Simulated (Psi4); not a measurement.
# doublet InNH3Cl+: levels of theory compared

We compute a comparison of 3 runs (UHF/3-21G, UHSE06/def2-SVPD, UTPSSh/def2-SVPD) of doublet InNH3Cl+. 

The calculation is run with Psi4 1.11.

1 further run of the same task is left out (set aside as unsound or not needed).

## (1) The structure to begin with

InNH3Cl+: 6 atoms, total charge +1, spin state doublet. SMILES of the parent species: `[NH2][InH][Cl]`. The coordinates come from a PBE0-D4/def2-TZVP relaxation. That shape belongs to the parent species and isn't relaxed for this state.

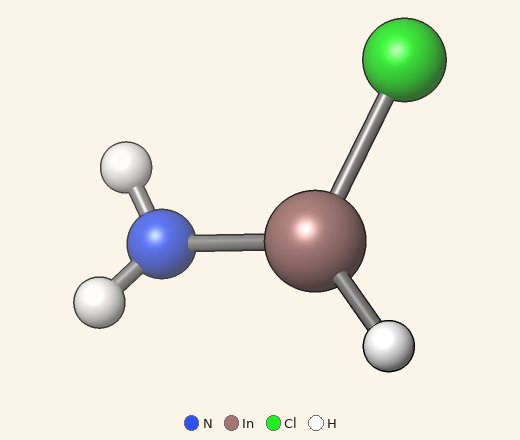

The structure, seen from a chosen angle (nitrogen blue, indium brown, chlorine green, hydrogen white).

## (2) A single-point energy at UHF/3-21G (run 1)

Input file clh3inn.py:

```python
import psi4

psi4.set_memory('1600 MB')
psi4.set_num_threads(1)
psi4.core.set_output_file('output.dat', False)

m = psi4.geometry("""
1 2
N     -1.92903243     0.35545748    -0.95261094
In     1.49685206     0.28081330     0.61964120
Cl     1.87234064    -3.34670497     3.11653632
H     -2.30433204     1.43883747    -2.47213972
H     -2.94457125    -1.25572301    -0.99550772
H      3.88811150     2.40637725     0.59677551
units bohr
symmetry c1
no_reorient
no_com
""")

psi4.set_options({
    'reference': 'uhf',
    'puream': True,
    'e_convergence': 1e-09,
    'd_convergence': 1e-08,
    'scf_type': 'pk',
    'maxiter': 100,
})

e_tot, wfn = psi4.energy("scf/3-21G", molecule=m, return_wfn=True)
psi4.oeprop(wfn, "QUADRUPOLE", "MULLIKEN_CHARGES", "WIBERG_LOWDIN_INDICES")
print('E =', round(e_tot, 9))
for k, v in sorted(psi4.core.scalar_variables().items()):
    print(f'{k:45s} {v:18.10f}')
```

The run is started by

```console
python clh3inn.py
```

output.dat:

```text
[...]
  Running in c1 symmetry.
[...]
  Nuclear repulsion =  348.328211415995042
[...]
  Multiplicity = 2
[...]
  Nalpha       = 38
  Nbeta        = 37
[...]
    Number of basis functions: 59
[...]
   @UHF iter   1: -6227.36084719363498   -3.18788e+00   1.11948e-02 DIIS/ADIIS
[...]
   @UHF iter  16: -6227.69037790461516   -5.45697e-12   8.45096e-09 DIIS
[...]
   @S^2 Observed:                7.576806995E-01
[...]
  @UHF Final Energy: -6227.69037790461516
   => Energetics <=
    Nuclear Repulsion Energy =            348.3282114159950424
    One-Electron Energy =               -9279.2914187483347632
    Two-Electron Energy =                2703.2728294277239911
    Total Energy =                      -6227.6903779046151612
  UHF NO Occupations:
  HONO-2 :   36  A 1.9989071
  HONO-1 :   37  A 1.9983253
[...]
 Multipole Moments:
 ------------------------------------------------------------------------------------
     Multipole            Electronic (a.u.)      Nuclear  (a.u.)        Total (a.u.)
 ------------------------------------------------------------------------------------
 L = 1.  Multiply by 2.5417464519 to convert [e a0] to [Debye]
 Dipole X            :        -91.4400000           90.3115230           -1.1284770
 Dipole Y            :         39.2465657          -38.0564387            1.1901270
 Dipole Z            :        -75.4708700           73.8043877           -1.6664822
 Magnitude           :                                                    2.3381672
 L = 2.  Multiply by 1.3450342976 to convert [e a0^2] to [Debye ang]
 Quadrupole XX       :       -251.8362835          224.5299693          -27.3063142
 Quadrupole XY       :         82.3755936          -80.9900104            1.3855832
[...]
```

Standard output:

```text
E = -6227.690377905
CURRENT ENERGY                                  -6227.6903779046
CURRENT REFERENCE ENERGY                        -6227.6903779046
DD SOLVATION ENERGY                                 0.0000000000
HF KINETIC ENERGY                                6239.8244249580
HF POTENTIAL ENERGY                            -12467.5148028626
HF TOTAL ENERGY                                 -6227.6903779046
HF VIRIAL RATIO                                     1.9980553865
NUCLEAR REPULSION ENERGY                          348.3282114160
ONE-ELECTRON ENERGY                             -9279.2914187483
PCM POLARIZATION ENERGY                             0.0000000000
PE ENERGY                                           0.0000000000
SCF ITERATION ENERGY                            -6227.6903779046
SCF ITERATIONS                                     16.0000000000
SCF TOTAL ENERGY                                -6227.6903779046
TWO-ELECTRON ENERGY                              2703.2728294277
```

Run time: 1.7 s. Hardware: 1 thread of Intel Xeon 6975P-C (Granite Rapids), shared host; peak memory 0.2 GiB.

## (3) Energy and gradient at UHSE06/def2-SVPD (core potential) (run 2)

Input file clh3inn.xyz:

```xyz
6
ClH3InN
N     -1.020800     0.188100    -0.504100
In     0.792100     0.148600     0.327900
Cl     0.990800    -1.771000     1.649200
H     -1.219400     0.761400    -1.308200
H     -1.558200    -0.664500    -0.526800
H      2.057500     1.273400     0.315800
```

Input file calc.py:

```python
import psi4

psi4.set_memory(1600000000)
psi4.set_num_threads(1)
psi4.core.set_output_file('psi4.out', False)

with open('clh3inn.xyz') as f:
    atoms = ''.join(f.readlines()[2:])
molecule = psi4.geometry('1 2\n' + atoms + 'symmetry c1\nno_reorient\nno_com')

psi4.set_options({
    'reference': 'uks',
    'puream': True,
    'e_convergence': 1e-09,
    'd_convergence': 1e-08,
    'scf_type': 'pk',
    'dft_radial_points': 99,
    'dft_spherical_points': 590,
    'maxiter': 100,
})

energy_value, wavefunction = psi4.gradient('hse06/def2-SVPD', return_wfn=True)
psi4.oeprop(wavefunction, 'LOWDIN_CHARGES', 'MULLIKEN_CHARGES', 'DIPOLE')
print('gradient / Eh bohr^-1')
print(energy_value.np.round(6))
print(f'energy = {wavefunction.energy():.10f} Eh')
```

The run is started by

```console
python calc.py
```

psi4.out:

```text
[...]
    !!!  WARNING: ECP capability is in beta. Please check occupations closely.  !!!
[...]
  Running in c1 symmetry.
[...]
  Nuclear repulsion =  168.696243349093237
[...]
  Multiplicity = 2
[...]
  Nalpha       = 24
  Nbeta        = 23
[...]
    Number of basis functions: 103
[...]
   @UKS iter   1:  -705.74350974676224   -2.89285e-01   8.88832e-03 ADIIS/DIIS
[...]
   @UKS iter  19:  -706.20900133647808   -1.12550e-11   8.25184e-09 DIIS
[...]
   @S^2 Observed:                7.600683553E-01
[...]
  @UKS Final Energy:  -706.20900133647808
   => Energetics <=
    Nuclear Repulsion Energy =            168.6962433490932369
    One-Electron Energy =               -1371.7489475141956063
    Two-Electron Energy =                 537.4087311277153276
    DFT Exchange-Correlation Energy =     -40.5650282990910824
    Empirical Dispersion Energy =           0.0000000000000000
    VV10 Nonlocal Energy =                  0.0000000000000000
    Total Energy =                       -706.2090013364780816
[...]
  -Total Gradient:
     Atom            X                  Y                   Z
    ------   -----------------  -----------------  -----------------
       1        0.025977180841     0.005777986782     0.018355090129
       2       -0.061181588180    -0.005318861258    -0.035537496795
       3        0.005457216441     0.001331035682     0.003524764643
       4        0.010106866883    -0.011760671437     0.010923615566
       5        0.016352338652     0.010775445086    -0.001676530854
       6        0.003255382169    -0.000801878160     0.004426321502
[...]
```

Standard output:

```text
gradient / Eh bohr^-1
[[ 0.025977  0.005778  0.018355]
 [-0.061182 -0.005319 -0.035537]
 [ 0.005457  0.001331  0.003525]
 [ 0.010107 -0.011761  0.010924]
 [ 0.016352  0.010775 -0.001677]
 [ 0.003255 -0.000802  0.004426]]
energy = -706.2090013365 Eh
```

Wall time 55 s (1 thread of Intel Xeon 6975P-C (Granite Rapids), shared host); peak memory 0.83 GiB.

## (4) A single-point energy at UTPSSh/def2-SVPD (core potential) (run 3)

Input file job.json:

```json
{
  "schema_name": "qcschema_input",
  "schema_version": 1,
  "molecule": {
    "schema_name": "qcschema_molecule",
    "schema_version": 2,
    "symbols": ["N", "In", "Cl", "H", "H", "H"],
    "geometry": [-1.92903243, 0.35545748, -0.95261094, 1.49685206, 0.2808133, 0.6196412, 1.87234064, -3.34670497, 3.11653632, -2.30433204, 1.43883747, -2.47213972, -2.94457125, -1.25572301, -0.99550772, 3.8881115, 2.40637725, 0.59677551],
    "molecular_charge": 1,
    "molecular_multiplicity": 2,
    "fix_symmetry": "c1",
    "fix_com": true,
    "fix_orientation": true
  },
  "driver": "energy",
  "model": {
    "method": "tpssh",
    "basis": "def2-SVPD"
  },
  "keywords": {
    "reference": "uks",
    "puream": true,
    "e_convergence": 1e-09,
    "d_convergence": 1e-08,
    "scf_type": "pk",
    "dft_radial_points": 99,
    "dft_spherical_points": 590,
    "maxiter": 100,
    "scf_properties": ["WIBERG_LOWDIN_INDICES", "LOWDIN_CHARGES", "QUADRUPOLE"]
  }
}
```

The run is started by

```console
psi4 --qcschema job.json -n 1 --memory 1600MB
```

stdout:

```text
[...]
  Running in c1 symmetry.
[...]
  Nuclear repulsion =  168.696243483527411
[...]
  Multiplicity = 2
[...]
  Nalpha       = 24
  Nbeta        = 23
[...]
    Number of basis functions: 103
[...]
   @UKS iter   1:  -705.85367229181145   -2.06605e-01   9.22883e-03 ADIIS/DIIS
[...]
   @UKS iter  19:  -706.35757978364495   -5.45697e-12   7.86854e-09 DIIS
[...]
   @S^2 Observed:                7.593437850E-01
[...]
  @UKS Final Energy:  -706.35757978364495
   => Energetics <=
    Nuclear Repulsion Energy =            168.6962434835274109
    One-Electron Energy =               -1371.5852032973734822
    Two-Electron Energy =                 544.1284134356944833
    DFT Exchange-Correlation Energy =     -47.5970334054934341
    Empirical Dispersion Energy =           0.0000000000000000
    VV10 Nonlocal Energy =                  0.0000000000000000
    Total Energy =                       -706.3575797836449510
[...]
 Multipole Moments:
 ------------------------------------------------------------------------------------
     Multipole            Electronic (a.u.)      Nuclear  (a.u.)        Total (a.u.)
 ------------------------------------------------------------------------------------
 L = 1.  Multiply by 2.5417464519 to convert [e a0] to [Debye]
 Dipole X            :        -48.7047682           48.3996653           -0.3051028
 Dipole Y            :         46.3222188          -45.9192111            0.4030077
 Dipole Z            :        -57.0685518           56.4544341           -0.6141176
 Magnitude           :                                                    0.7953889
 L = 2.  Multiply by 1.3450342976 to convert [e a0^2] to [Debye ang]
 Quadrupole XX       :       -186.0878512          161.7941188          -24.2937325
 Quadrupole XY       :         93.0921067          -92.7594174            0.3326892
[...]
```

The result, in JSON:

```text
{
 "driver": "energy",
 "model": {
  "method": "tpssh",
  "basis": "def2-SVPD"
 },
 "success": true,
 "return_result": -706.357579783645,
 "properties": {
  "calcinfo_nbasis": 103,
  "calcinfo_nmo": 103,
  "calcinfo_nalpha": 24,
  "calcinfo_nbeta": 23,
  "calcinfo_natom": 6,
  "nuclear_repulsion_energy": 168.6962434835274,
  "return_energy": -706.357579783645,
  "scf_one_electron_energy": -1371.5852032973735,
  "scf_two_electron_energy": 544.1284134356945,
  "scf_xc_energy": -47.597033405493434,
  "scf_dipole_moment": [-0.30510284776323715, 0.4030077272371102, -0.6141176265554122],
  "scf_total_energy": -706.357579783645,
  "scf_iterations": 19
 }
}
```

It took 60 s on 1 thread of Intel Xeon 6975P-C (Granite Rapids), shared host; peak memory 0.71 GiB.

## (5) Overview of the runs

| run | level | task | core potential | energy (Eh) | HOMO energy (eV) | LUMO energy (eV) | ⟨S²⟩ | wall time |
| --- | --- | --- | --- | --- | --- | --- | --- | --- |
| 1 | UHF/3-21G | energy | none | -6227.690378 | -16.24 | -6.50 | 0.758 | 1.7 s |
| 2 | UHSE06/def2-SVPD (core potential) | gradient | def2 | -706.209001 | -13.20 | -12.14 | 0.760 | 55 s |
| 3 | UTPSSh/def2-SVPD (core potential) | energy | def2 | -706.357580 | -13.12 | -12.17 | 0.759 | 60 s |

## (6) What came out

| quantity | value |
| --- | --- |
| run 3: total energy | -706.35758 Eh |
| run 3: HOMO energy (highest over α and β) | -13.12 eV |
| run 3: LUMO energy (lowest over α and β) | -12.17 eV |
| run 3: ⟨S²⟩ | 0.759 |

In words: Totals of different functionals can't be ranked against each other. Some runs of one species differ in core potentials or relativity; totals across that change don't compare. In run 1 relativity is left out where basis or elements ask for it. All runs together took 1.9 min, the longest 60 s.
